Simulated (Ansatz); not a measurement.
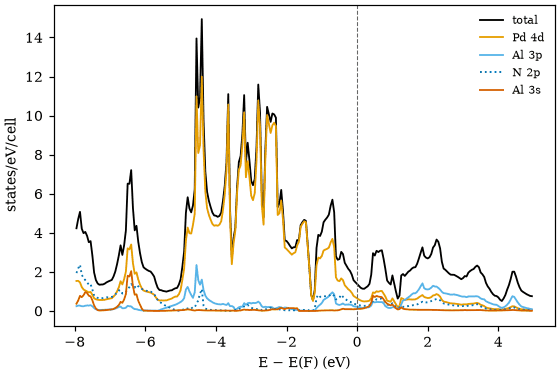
Figure. Total and projected density of states of AlPd₃N (anti-perovskite, space group No. 221), plane-wave PAW PBE (Ansatz code)

### Question
Which orbitals carry the states next to the Fermi level?

### Answer
Within 0.5 eV of the Fermi level: Pd 4d 47 %, N 2p 23 %, Al 3p 14 %, Al 3s 10 %, outside the projected shells 6 %. Projections are on Löwdin-orthogonalised atomic valence shells; empty p or d shells of many metals are not among them.

### Question
Where is the tallest occupied peak in this window, and what makes it?

### Answer
Near -4.4 eV, about 15 states/eV per cell; the largest projected share is Pd 4d.

Space group Pm-3m (anti-perovskite). The start of the workflow was typed in or built on a structure type; neither database checked (COD, Materials Project) lists it. Whether it is the stable phase at ambient conditions was not checked. Symmetry was held in the PBE relaxation; whether a distortion lowers the energy is not shown. No spin polarisation was allowed. The volume moved by 19 % from the start of the relaxation. Spin–orbit coupling is left out wherever it is not named.

Potentials: the later of the program's two PAW sets.
